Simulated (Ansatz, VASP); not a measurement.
# Ag2IBr in two plane-wave programs

Wanted: the spread between two codes on one cell, functional and k mesh. The cell is invented: As first built, before any earlier steps moved the atoms: it takes the AgI structure with some of its atoms replaced by other elements, volume scaled by an estimate. It may not be a known or stable phase. The cell comes out of the VASP series on this material, whose earlier steps may have relaxed, scaled or displaced it; both programs get it as it stands.

Program: Ansatz 0.2.0. Level of theory: plane waves, with VASP 6.6.1 beside it; single point at r2SCAN with rVV10 and band structure at r2SCAN with rVV10. Results are calculated unless marked as measured.

## 1. The structure

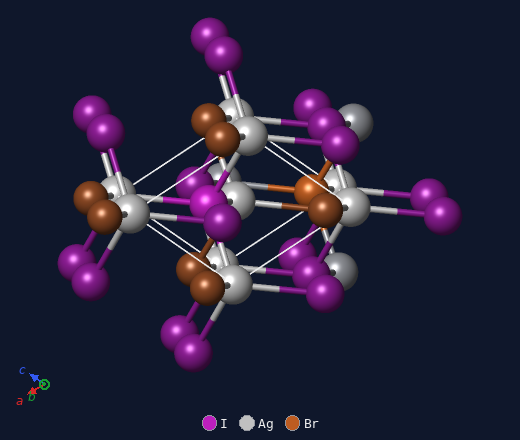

The starting structure, seen slightly off an axis (iodine pink, silver light grey, bromine orange). Some periodic images of atoms are drawn too.

As a file:

```cif
data_structure
_symmetry_space_group_name_H-M 'P 1'
_symmetry_Int_Tables_number 1
_cell_length_a 7.7398
_cell_length_b 7.7355
_cell_length_c 7.7382
_cell_angle_alpha 33.919
_cell_angle_beta 33.819
_cell_angle_gamma 33.866
_cell_volume 128.23
loop_
_atom_site_label
_atom_site_type_symbol
_atom_site_fract_x
_atom_site_fract_y
_atom_site_fract_z
_atom_site_occupancy
I1 I 0.62750 0.62170 0.62410 1
Ag2 Ag 0.49701 0.49653 0.49347 1
Ag3 Ag 0.00611 0.00284 0.00443 1
Br4 Br 0.13072 0.12604 0.12536 1
```

## 2. Ansatz: single point, r2SCAN with rVV10

Ansatz runs on its default PAW (the set named soft_2) files.

With cell and atoms fixed, the geometry can't cause a difference; cores, projectors, grids and the points listed under the comparison can.

File input.yaml:

```yaml
crystal:
  lattice:
    - [2.2574408138, 1.2975045716, 7.2887271978]
    - [-2.2498055796, 1.3042558178, 7.2853162422]
    - [0.0096532815, -2.6031272173, 7.2872504607]
  atoms:
    - { symbol: I, position: [0.6274979759, 0.6216977531, 0.6240983326] }
    - { symbol: Ag, position: [0.4970084122, 0.4965328676, 0.4934692874] }
    - { symbol: Ag, position: [0.006112564, 0.0028380191, 0.0044290006] }
    - { symbol: Br, position: [0.130722048, 0.1260423602, 0.1253563795] }
hamiltonian:
  xc: r2scan
  pseudopotentials: { kind: paw }
  dispersion: rvv10
kpoints:
  mp_grid: { grid: [7, 7, 7] }
scf:
  occupations: { method: fermi_dirac, width: 0.05 }
  n_extra_bands: 5
output:
  forces: true
  stress: true
  eigenvalues: true
```

Run with:

```sh
$ ansatz run input.yaml --threads 2 --pin off --max-ram 4608MiB --backend cpu --events-out ev --progress --plain --runs-dir out
```

Numbers of over 12 decimals in the logs are rounded to 6 here.

The program printed:

```text
basis.fft_grid_basis auto: the FFT boxes are laid along the combinations [[1, 0, -1], [-1, 1, 0], [0, 1, 0]] of the cell's own vectors, 4.502, 4.507 and 7.736 Å long. The dense box has 40×40×64 points. Along the cell's own vectors, as sized, it would have 64×64×64, 2.56 times as many. basis.fft_grid_basis: typed keeps the cell's own vectors: state it where this run's energies or levels are differenced outside the engine with another run's, or held beside a run that keeps those vectors.
scf.n_extra_bands = 5 over 31 filled bands (N_el = 62.0): the run solves 36 bands
Engine: ansatz 0.2.0, aarch64-unknown-linux-gnu
Pseudopotentials: kind: paw
Pseudopotential: I, paw, valence charge 17, recommended cutoff 500 eV (meta_gga), I.paw.azcp
Pseudopotential: Ag, paw, valence charge 19, recommended cutoff 500 eV (meta_gga), Ag.paw.azcp
Pseudopotential: Br, paw, valence charge 7, recommended cutoff 500 eV (meta_gga), Br.paw.azcp
Functional definition: r2SCAN+rVV10
  parameter k0 = 0.174
  parameter k1 = 0.065
  parameter a1 = 4.9479
  exchange = r2scan_x(k0 = k0, k1 = k1, a1 = a1)
  correlation = r2scan_c + rvv10(11.95, 0.0093)
Crystal: 4 atoms, lattice volume = 128.226 Å³
Basis set: ecut = 500 eV, 3277 PW (Γ), FFT grids on a1−a3, −a1+a2, a2, exchange–correlation on 160×160×256 points (64 copies of the dense FFT grid, shifted against one another)
Bands: 36, of which v1, the nominal top of the filled ones, is band 31 counted from 1 (30 counted from 0)
Symmetry: 1 space group operations
Space group: P1 (ITA 1), of the structure as read, at distance tolerance 5.0e-5 Å
k-points: 172 of 343 (time reversal used)
Non-local potential: I, projectors of the file, l = 0: 2, l = 1: 2, l = 2: 2, l = 3: 2
Non-local potential: Ag, projectors of the file, l = 0: 3, l = 1: 2, l = 2: 2, l = 3: 1
Non-local potential: Br, projectors of the file, l = 0: 2, l = 1: 2, l = 2: 2
PAW form: soft (Blöchl's): semilocal exchange-correlation on the pseudo side does not see the compensation charge
rVV10 density: all electrons in the spheres
PAW frozen core: I, regenerated for the run's functional (the file was generated under x = pbe(κ = 0.804, μ = 0.219515), c = pbe(β = 0.066725))
PAW frozen core: Ag, regenerated for the run's functional (the file was generated under x = pbe(κ = 0.804, μ = 0.219515), c = pbe(β = 0.066725))
PAW frozen core: Br, regenerated for the run's functional (the file was generated under x = pbe(κ = 0.804, μ = 0.219515), c = pbe(β = 0.066725))
PAW one-centre angular grid: I, 590 points (default); XC on 160 Gauss nodes
PAW one-centre angular grid: Ag, 590 points (default); XC on 160 Gauss nodes
PAW one-centre angular grid: Br, 302 points (default); XC on 160 Gauss nodes
Initial density: superposition of atomic densities (neutral atoms: chi_scale 0, normalization atom), corrected by the library's trained network
Initial wavefunctions: pseudopotential atomic-orbital guess
Functional: x = r2scan, c = r2scan + rvv10(b = 11.95, C = 0.0093); τ floored in thin density (d = 2e-4 eV/Å³)
SCF iter   1: F=—  HF=-25523.007076 eV  |F-HF|=—  |Δ(HF+E_count)|=         —  Δρ=5.52e-3  dr2=3.24e-2  dr2_τ=9.02e-3  ethr=1.77e-3  ⟨swp⟩=7.2  Hψ=27117  notcnv=0
preconditioner: auto → Resta (q_TF=auto, 2.417 Å⁻¹)  ε∞=5.3  [insulator: Δε(μ)=1.387 eV  Ē_g=9.496 eV  σ=0.050 eV  W_gap=1.00  n_scr=28 (ndim 8)  ℏωp=19.7 eV  f_vac=0.206  D(μ)=0.00/eV (n_scr^D=0)  ε∞_Penn≈5.3]
SCF iter   2: F=—  HF=-25523.012073 eV  |F-HF|=—  |Δ(HF+E_count)|=   5.00e-3  Δρ=2.72e-3  dr2=4.65e-3  dr2_τ=1.05e-3  ethr=5.23e-5  ⟨swp⟩=2.0  Hψ=11167  notcnv=0  defer=163
SCF iter   3: F=—  HF=-25523.013244 eV  |F-HF|=—  |Δ(HF+E_count)|=   1.17e-3  Δρ=1.01e-3  dr2=8.94e-4  dr2_τ=5.23e-5  ethr=7.51e-6  ⟨swp⟩=2.3  Hψ=8987  notcnv=0  defer=163
SCF iter   4: F=—  HF=-25523.013547 eV  |F-HF|=—  |Δ(HF+E_count)|=   3.03e-4  Δρ=1.86e-4  dr2=8.30e-5  dr2_τ=2.93e-6  ethr=1.44e-6  ⟨swp⟩=2.0  Hψ=9026  notcnv=0  defer=163
SCF iter   5: F=—  HF=-25523.013605 eV  |F-HF|=—  |Δ(HF+E_count)|=   5.81e-5  Δρ=7.25e-5  dr2=1.19e-5  dr2_τ=2.10e-7  ethr=1.34e-7  ⟨swp⟩=2.0  Hψ=7803  notcnv=0  defer=163
SCF iter   6: F=—  HF=-25523.013607 eV  |F-HF|=—  |Δ(HF+E_count)|=   1.43e-6  Δρ=2.54e-5  dr2=8.05e-7  dr2_τ=5.45e-8  ethr=1.91e-8  ⟨swp⟩=2.0  Hψ=8953  notcnv=0  defer=163
SCF iter   7: F=—  HF=-25523.013607 eV  |F-HF|=—  |Δ(HF+E_count)|=   1.27e-7  Δρ=1.50e-5  dr2=2.85e-7  dr2_τ=1.80e-8  ethr=1.61e-10  ⟨swp⟩=11.4  Hψ=31501  notcnv=0
SCF iter   8: F=-25523.013607 eV  HF=-25523.013607 eV  |F-HF|=1.38e-9  |Δ(HF+E_count)|=   4.04e-8  Δρ=2.74e-6  dr2=1.15e-8  dr2_τ=6.98e-10  ethr=1.61e-10  ⟨swp⟩=3.1  Hψ=26638  notcnv=0
SCF 1 converged in 8 iterations: F = -25523.013607 eV  dr2 = 1.15e-8
  greatest PAW one-centre occupation: 1.002 electrons in one spin orbital (limit 2), on the Ag atom at site 1 (counted from 0), in its partial waves of l = 1
SCF converged after 8 iterations
Free energy (F): -25523.013607 eV
Harris-Foulkes:  -25523.013607 eV  (|F-HF|=1.38e-9)
Internal energy: -25523.013607 eV  (E = F + TS)
E sigma→0 (E₀):  -25523.013607 eV
Entropy (-TS):   -0.000000 eV (-0.000 meV/atom)
Fermi energy:    6.565039 eV
--- Per-component energies (eV) ---
  E_band       = -1279.028627
  E_kinetic    = 1379.004117
  E_local      = -9499.295253  (includes V_loc(G=0)·N_el)
  E_nonlocal   = 148.190173
  E_hartree    = 4358.441689
  E_xc         = -717.344923
  E_vxc        = -772.979735  (∫ρ·V_xc dr)
  E_paw        = -14959.960269  (= ΣΔE_a)
  E_vpaw       = -1302.355868  (= ΣTr[D̂ρ^β])
  E_aug_tail   = 0.000071  (compensation charges beyond the density's cutoff)
  E_vtau       = 51.520654  (kinetic-family band-sum trace: ∫τ·v_τ [+ j·A + Jᵃ·Aᵃ] dr)
  E_ewald      = -6230.945450
  E_core_change = -1.103762  (= ΣΔE_core)
  E_smearing   = -0.000000  (= −TS)
  E_closure    = -0.000000  (closes the sum)
  Σ components = -25523.013607   (vs F -25523.013607, Δ=0.00e0)
--- Forces (eV/Å), atoms counted from 1 ---
  atom   1  I      0.00265457    -0.00124076     0.00726337
  atom   2  Ag     0.00572194    -0.00051335    -0.00400193
  atom   3  Ag    -0.00217605     0.00119245    -0.00076141
  atom   4  Br    -0.00620033     0.00056159    -0.00249827
  max |Σ_I F_I| component: 1.76e-6 eV/Å
--- Stress (GPa, compression-positive) ---
        0.015714       0.006476      -0.003519
        0.006476       0.018903       0.001449
       -0.003519       0.001449       0.026288
  P = ⅓ Tr σ = 0.0203 GPa (0.203 kbar)
--- Band table (eV; the first three rows and the last of 172) ---
  k-point 0: bands = [... 27 lower, 4.9504, 5.6571, 5.8179, 5.8195, 7.2189, 9.2656, 12.5878, 12.6166, ... 1 higher]
  k-point 1: bands = [... 27 lower, 4.8212, 5.1945, 5.5275, 5.6220, 7.8979, 9.8600, 12.0236, 12.2997, ... 1 higher]
  k-point 2: bands = [... 27 lower, 4.2779, 4.5434, 5.1432, 5.1937, 9.0286, 10.5036, 11.3930, 11.8709, ... 1 higher]
  k-point 171: bands = [... 27 lower, 4.2136, 4.2804, 4.4763, 4.8735, 9.9811, 10.1921, 10.8897, 11.8066, ... 1 higher]
```

Elapsed: 97 s, on 2 threads of Arm Neoverse V1, shared host; peak memory 1.3 GiB.

The run ends at a pressure of 0.02 GPa, with forces up to 0.0078 eV/Å.

## 3. VASP: single point, r2SCAN with rVV10

The same cell, functional, mesh and smearing now go to VASP, with its own data sets and cutoff.

Lines of VASP's logs that name or quote its potential files are left out, and so is its time.

File INCAR:

```
SYSTEM = Ag2IBr
PREC = Accurate
ENCUT = 400
EDIFF = 1E-06
NELM = 100
ISMEAR = -1
SIGMA = 0.05
LREAL = .FALSE.
ALGO = Normal
METAGGA = R2SCAN
LUSE_VDW = .TRUE.
IVDW_NL = 2
BPARAM = 11.95
CPARAM = 0.0093
LASPH = .TRUE.
NBANDS = 24
LORBIT = 11
LWAVE = .FALSE.
LCHARG = .TRUE.
ISIF = 2
LELF = .TRUE.
LVHAR = .TRUE.
```

File POSCAR:

```
Ag2IBr
1.0
    2.2574408138      1.2975045716      7.2887271978
   -2.2498055796      1.3042558178      7.2853162422
    0.0096532815     -2.6031272173      7.2872504607
I Ag Br
1 2 1
Direct
    0.6274979759      0.6216977531      0.6240983326
    0.4970084122      0.4965328676      0.4934692874
    0.0061125640      0.0028380191      0.0044290006
    0.1307220480      0.1260423602      0.1253563795
```

File KPOINTS:

```
Automatic mesh
0
Gamma
7 7 7
0 0 0
```

Potentials, in the order of the species: I, Ag and Br (PBE family, release 64).

Run with:

```sh
$ mpirun -np 2 vasp_std
```

The program printed:

```text
[banner, memory and clock lines left out]
running    2 mpi-ranks, on    1 nodes
 distrk:  each k-point on    2 cores,    1 groups
 distr:  one band on    1 cores,    2 groups

 POSCAR found type information on POSCAR I AgBr
 POSCAR found :  3 types and       4 ions
|                                                                             |
|               ----> ADVICE to this user running VASP <----                  |
|                                                                             |
|     You have switched on vdW-DFT.                                           |
|     This routine was written and supplied by Jiri Klimes. We recommend      |
|     that you carefully read and cite the following publications:            |
|       J. Klimes, D.R. Bowler, A. Michelides                                 |
|          J. Phys.: Cond Matt. 22 022201 (2010)                              |
|       J. Klimes, D.R. Bowler, A. Michelides                                 |
|          Phys. Rev. B. 83, 195131 (2011)                                    |
|     and references therein.                                                 |
|                                                                             |

|                                                                             |
|               ----> ADVICE to this user running VASP <----                  |
|                                                                             |
|     You enforced a specific xc type in the INCAR file but a different       |
|     [... a line on the potential file left out ...]
|     I HOPE YOU KNOW WHAT YOU ARE DOING!                                     |
|                                                                             |

 LDA part: xc-table for (None), standard interpolation
 POSCAR, INCAR and KPOINTS ok, starting setup
 FFT: planning ... GRIDC
 FFT: planning ... GRID_SOFT
 FFT: planning ... GRID
 WAVECAR not read
 entering main loop
       N       E                     dE             d eps       ncg     rms          rms(c)
Total rVV10 correction in eV:      1.2576191    46.0444761
DAV:   1     0.110661343676E+03    0.11066E+03   -0.14002E+04  8336   0.106E+03
DAV:   2    -0.806981833669E+02   -0.19136E+03   -0.18478E+03  9704   0.237E+02
DAV:   3    -0.900642628299E+02   -0.93661E+01   -0.93251E+01 10072   0.543E+01
DAV:   4    -0.901806287227E+02   -0.11637E+00   -0.11634E+00 10656   0.640E+00
DAV:   5    -0.901814745970E+02   -0.84587E-03   -0.84571E-03 10432   0.529E-01    0.758E+00
Total rVV10 correction in eV:      1.2532095    46.0444760
DAV:   6    -0.807892313095E+02    0.93922E+01   -0.92159E+00  8288   0.280E+01    0.867E+00
Total rVV10 correction in eV:      1.2590555    46.0444760
DAV:   7    -0.807000672067E+02    0.89164E-01   -0.32782E-01 10088   0.510E+00    0.607E+00
Total rVV10 correction in eV:      1.2717529    46.0444760
DAV:   8    -0.806678967626E+02    0.32170E-01   -0.30729E-01  8408   0.613E+00    0.131E+00
Total rVV10 correction in eV:      1.2776020    46.0444760
DAV:   9    -0.806713244487E+02   -0.34277E-02   -0.21541E-02  9984   0.918E-01    0.625E-01
Total rVV10 correction in eV:      1.2774229    46.0444760
DAV:  10    -0.806687067737E+02    0.26177E-02   -0.59193E-03  8968   0.866E-01    0.302E-01
Total rVV10 correction in eV:      1.2777641    46.0444760
DAV:  11    -0.806685265671E+02    0.18021E-03   -0.33446E-03 10232   0.490E-01    0.469E-02
Total rVV10 correction in eV:      1.2777443    46.0444760
DAV:  12    -0.806685465890E+02   -0.20022E-04   -0.21802E-04  9256   0.918E-02    0.755E-02
Total rVV10 correction in eV:      1.2777814    46.0444760
DAV:  13    -0.806685473890E+02   -0.79993E-06   -0.11396E-05 10656   0.357E-02    0.561E-02
Total rVV10 correction in eV:      1.2778007    46.0444760
DAV:  14    -0.806685381244E+02    0.92646E-05   -0.30613E-05  8840   0.409E-02    0.243E-02
Total rVV10 correction in eV:      1.2778153    46.0444760
DAV:  15    -0.806685384396E+02   -0.31520E-06   -0.41643E-06  8736   0.176E-02
Total rVV10 correction in eV:      1.2778909    46.0444760
Total rVV10 correction in eV:      1.2778356    46.0444760
   1 F= -.80668538E+02 E0= -.80668538E+02  d E =-.266154E-07
```

From OUTCAR (step 3):

```text
ion  position               nearest neighbor table
   1  0.627  0.622  0.624-   3 2.79   3 2.80   3 2.80   2 2.81
   2  0.497  0.497  0.493-   4 2.71   4 2.71   4 2.72   1 2.81
   3  0.006  0.003  0.004-   4 2.69   1 2.79   1 2.80   1 2.80
   4  0.131  0.126  0.125-   3 2.69   2 2.71   2 2.71   2 2.72

  LATTYP: Found a triclinic cell.
 ALAT       =     4.5072527403
 B/A-ratio  =     1.0014135242
 C/A-ratio  =     1.9847131855
 COS(alpha) =     0.0000743652
 COS(beta)  =     0.5017196824
 COS(gamma) =     0.5018827314

 Subroutine GETGRP returns: Found  1 space group operations
 (whereof  1 operations were pure point group operations)

The static configuration has the point symmetry C_1 .

 Found    172 irreducible k-points:

   k-points           NKPTS =    172   k-points in BZ     NKDIM =    172   number of bands    NBANDS=     24

   dimension x,y,z NGX =    50 NGY =   50 NGZ =   50
   dimension x,y,z NGXF=   100 NGYF=  100 NGZF=  100

   ENCUT  =  400.0 eV  29.40 Ry    5.42 a.u.  12.62 12.61 12.62*2*pi/ulx,y,z

   NELECT =      36.0000    total number of electrons

 k-points in reciprocal lattice and weights: Automatic mesh
   0.00000000  0.00000000  0.00000000       0.003
   0.14285714 -0.00000000 -0.00000000       0.006
   0.28571429 -0.00000000 -0.00000000       0.006
   0.42857143 -0.00000000 -0.00000000       0.006
   0.00000000  0.14285714 -0.00000000       0.006
   0.14285714  0.14285714 -0.00000000       0.006
   0.28571429  0.14285714  0.00000000       0.006
   0.42857143  0.14285714  0.00000000       0.006
  -0.42857143  0.14285714 -0.00000000       0.006
[...]
-0.28571429 -0.14285714  0.42857143       0.006
  -0.14285714 -0.14285714  0.42857143       0.006

 average (electrostatic) potential at core
       1 -98.3380       2 -80.1014       3 -80.1988       4 -68.1012

 E-fermi :   2.9236

 k-point     1 :       0.0000    0.0000    0.0000
  band No.  band energies     occupation
    ...
     14       1.3157      2.00000
     15       1.3279      2.00000
     16       2.0335      2.00000
     17       2.1939      2.00000
     18       2.1954      2.00000
     19       3.5602      0.00001
     20       5.6090      0.00000
     21       8.9086      0.00000
     22       8.9369      0.00000
     23       9.1304      0.00000
    ...

 k-point     2 :       0.1429   -0.0000   -0.0000
  band No.  band energies     occupation
    ...
     14       0.9328      2.00000
     15       1.1943      2.00000
     16       1.5715      2.00000
     17       1.9039      2.00000
     18       1.9963      2.00000
     19       4.2411      0.00000
     20       6.2029      0.00000
     21       8.3625      0.00000
     22       8.6367      0.00000
     23       9.2171      0.00000
    ...

 k-point     3 :       0.2857   -0.0000   -0.0000
  band No.  band energies     occupation
    ...
     14       0.3415      2.00000
     15       0.6616      2.00000
     16       0.9198      2.00000
     17       1.5202      2.00000
     18       1.5656      2.00000
     19       5.3695      0.00000
     20       6.8339      0.00000
     21       7.7394      0.00000
     22       8.2154      0.00000
     23       9.5243      0.00000
    ...

  Total       -0.0017137      0.0007080      0.0027498      0.0053960      0.0011809     -0.0030142
  in kB       -0.0214123      0.0088466      0.0343581      0.0674223      0.0147554     -0.0376627
  external PRESSURE =       0.0072641 kB  Pullay stress =       0.0000000 kB

  energy-cutoff  :      400.00
  volume of cell :      128.23
      direct lattice vectors                 reciprocal lattice vectors
     2.257440814  1.297504572  7.288727198     0.222022799  0.128408075  0.045575393
    -2.249805580  1.304255818  7.285316242    -0.221708362  0.127744811  0.045926267
     0.009653281 -2.603127217  7.287250461    -0.000418276 -0.256145001  0.045727263

 POSITION                                       TOTAL-FORCE (eV/Angst)
 -----------------------------------------------------------------------------------
      0.02387      0.00043     13.65089         0.002675     -0.001182      0.007865
      0.00963      0.00791     10.83599         0.005661     -0.000462      0.003048
      0.00746      0.00010      0.09750        -0.002241      0.001074     -0.009013
      0.01274      0.00769      2.78456        -0.006095      0.000569     -0.001901
 -----------------------------------------------------------------------------------
    total drift:                                0.000058      0.000070     -0.000572

  FREE ENERGIE OF THE ION-ELECTRON SYSTEM (eV)
  ---------------------------------------------------
  free  energy   TOTEN  =       -80.6685384396 eV

  energy  without entropy=      -80.6685384130  energy(sigma->0) =      -80.66853843

 total charge
# of ion       s       p       d       tot
------------------------------------------
    1        1.497   2.806   0.036   4.339
    2        0.258   0.184   9.340   9.783
    3        0.297   0.222   9.317   9.836
    4        1.600   3.248   0.029   4.877
--------------------------------------------------
tot          3.652   6.460  18.722  28.834

[... 3 further parts left out ...]
```

The run ends at a pressure of 0.00 GPa, with forces up to 0.0093 eV/Å.

## 4. Differences

Known differences besides the PAW data sets themselves: VASP keeps PBE cores, Ansatz makes them for the functional; the data sets hold 62 valence electrons in Ansatz (default PAW (the set named soft_2) files) and 36 in VASP; the cutoff is 500 eV in Ansatz and 400 eV in VASP. Total energies have different zeros and are not compared.

Compared:

```
              quantity  Ansatz   VASP  difference
        pressure (GPa)    0.02   0.00       +0.02
gap on the k mesh (eV)   1.399  1.365      +0.035
```

At this near-relaxed geometry the largest component of a force difference is 8 meV/Å. Ansatz's pressure holds a Pulay correction of 0.04 GPa; VASP's holds none.

(Continued in part 2 of 2.)

[Lines on the potential files, build, host, timing and source positions are cut from VASP's logs without a mark.]

[Logs are printed without paths, hosts, clocks, repeated set-up lines and the standing remarks that a program may print on its own settings, such as how far it seeks lower states.]

[Hosts, paths, dates, database ids (printed as entryN), source tags and the programs' standing remarks are cut or masked in the printed files.]
